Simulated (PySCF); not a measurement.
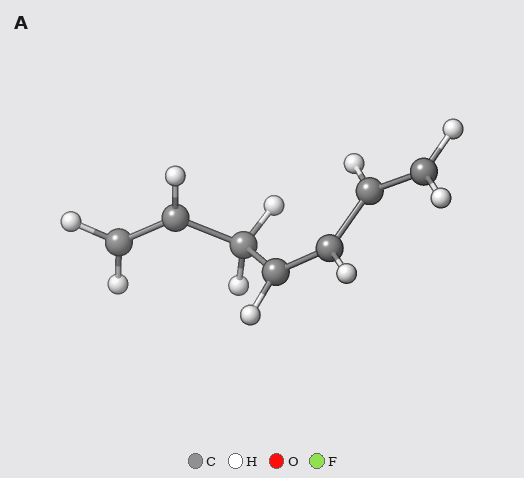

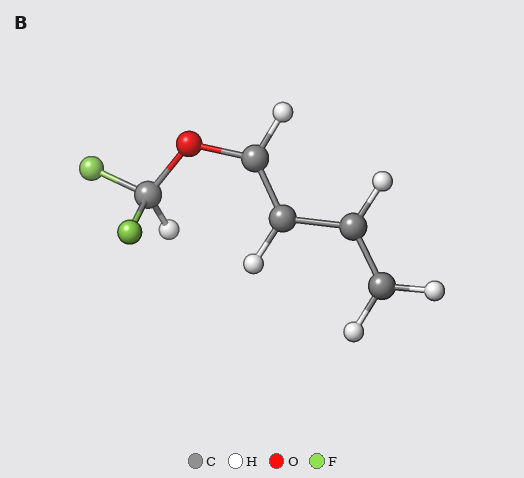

Two related species, optimised with GFN2-xTB; properties computed with PySCF 2.14.0. Both: charge 0, singlet.

> Identify both.

A is C7H10 (C=C/C=C\CC=C), B is C5H6F2O (C=C/C=C/OC(F)F).

Compare them. With CAM-B3LYP/def2-SVPD: dipole moment (D), HOMO–LUMO gap (eV), HOMO energy (Kohn–Sham orbital) (eV), lowest vertical singlet excitation (eV), mean static polarisability (bohr³).

| quantity | A | B |
| --- | --- | --- |
| dipole moment (D) | 0.17 | 2.57 |
| HOMO–LUMO gap (eV) | 8.03 | 8.24 |
| HOMO energy (Kohn–Sham orbital) (eV) | −7.82 | −8.10 |
| lowest vertical singlet excitation (eV) | 5.65 | 5.84 |
| mean static polarisability (bohr³) | 93.2 | 72.6 |

Each is one conformer, and no frequency run is at hand to confirm it as a minimum.
